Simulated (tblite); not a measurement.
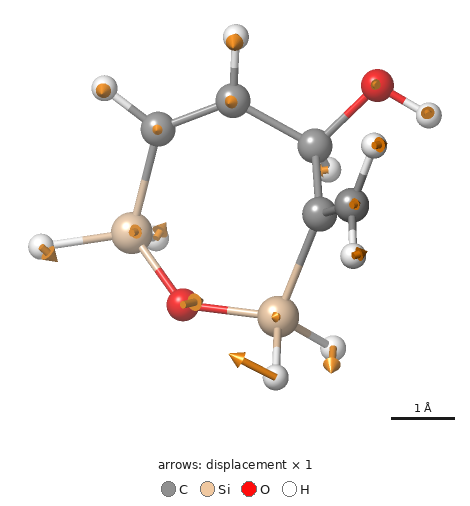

A relaxation of C5H10O2Si2. The starting structure is drawn; orange arrows show the displacements, at their true length. The two geometries are superimposed by the best rigid fit.

The picture is a ball-and-stick view, seen at a tilt.

Level of theory: GFN2-xTB geometry optimisation, gas phase (tblite 0.8.0). 

> Atoms of which element are displaced furthest, and by how much?

Hydrogen: up to 0.87 Å, against 0.56 Å for oxygen.

> What did the optimiser do to the structure, and how much energy did it gain?

The energy falls by 34.0 kJ/mol in 133 geometry steps. An H atom moves most after the best rigid fit: 0.87 Å. Largest moves by element: H 0.87 Å, O 0.56 Å, Si 0.28 Å, C 0.23 Å. Near-neighbour distances that change, for instance: O–Si 1.671 → 1.622 Å, C–Si 1.837 → 1.882 Å, C–C 1.364 → 1.327 Å, H–Si 1.489 → 1.463 Å. Bond angles that change, for instance: Si–O–Si 137.1° → 143.2°, O–Si–H 110.4° → 105.4°, C–Si–H 108.4° → 113.4°. Groups turn about O–Si by about 60°, O–Si by about 45°, C–Si by about 30°.
